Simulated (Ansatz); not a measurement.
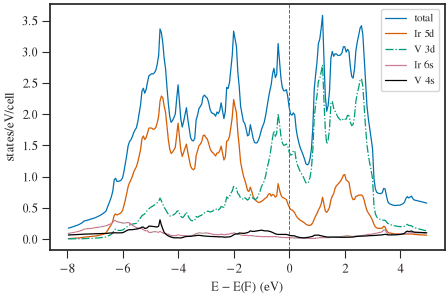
Total and projected density of states of VIr (L1₀ or tetragonal B2, P4/mmm), plane-wave PAW PBEsol (Ansatz code)

Task: Which orbitals carry the states next to the Fermi level?

Result: Within 0.5 eV of the Fermi level: V 3d 67 %, Ir 5d 25 %. Projections are on Löwdin-orthogonalised atomic valence shells; empty p or d shells of many metals are not among them.

Task: Where is the tallest occupied peak in this window, and what makes it?

Result: Near -4.6 eV, about 3.4 states/eV per cell; the largest projected share is Ir 5d.

The workflow started from an entry of the Crystallography Open Database (COD), which files this formula under 2 space groups. Its standing as an ambient phase is unchecked. Symmetry was held in the PBEsol relaxation; its stability against distortions is not shown here. The workflow began spin-polarised and lost its moments. Scalar-relativistic: spin–orbit coupling is off unless named, which matters more the heavier the elements.

Potentials: the later of the program's two PAW sets.
